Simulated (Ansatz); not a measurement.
Fields on a plane of TaN (space group P-6m2)

```
TaN
1.0
    2.90649     0.00000     0.00000
   -1.45325     2.51710     0.00000
    0.00000     0.00000     2.85178
Ta N
1 1
Cartesian
  0.00000   0.00000   1.42589
  1.45325   0.83903   0.00000
```

The slice is a (-1 1 0 0) plane (indices of the conventional cell) through the point (0.667, 0.333, 0.000) (fractional), spanned by u = [001] and v = [110] in vectors of this cell: u (2.85 Å) and v (2.91 Å, at 90° to u). It covers one period; positions are fractions (u, v).

Atoms on it: N at (0.00, 0.00). Other atoms lie within 1 Å of the plane.

Computed with LDA (plane waves to 420 eV, PAW, scalar-relativistic; Ansatz, an electronic-structure program). k mesh 13×13×12. Near the nuclei the fields are pseudised (PAW); where an atom keeps semicore shells as valence, they peak there. Spin-orbit coupling is left out, though Ta is heavy. TaN is run without spin polarisation. TaN was relaxed with its symmetry unable to fall. This is one of several known forms of TaN; the measured ambient cells at hand have space group No. 189.

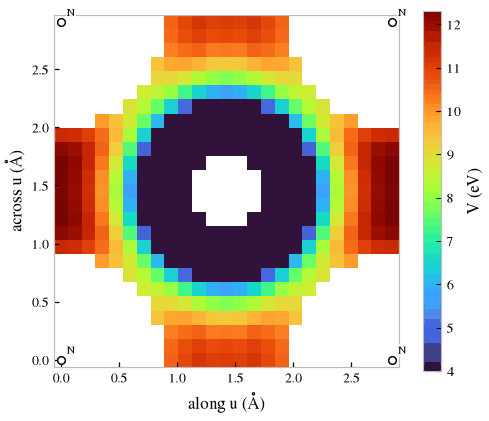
Figure: Electrostatic potential energy of an electron, from the cell's mean, in eV, one period of the plane, atoms marked. Points within 0.9 Å of a nucleus are left white, as the pseudised field means little there. Values under 4 eV are set to 4. The zero, the cell's mean, hangs on the PAW cores.

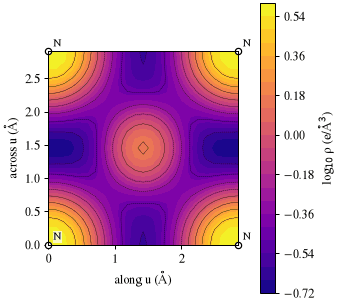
Figure. Log₁₀ of the valence density in e/Å³, one period of the plane, atoms marked. The scale is logarithmic, as a density can span decades between atoms and voids.
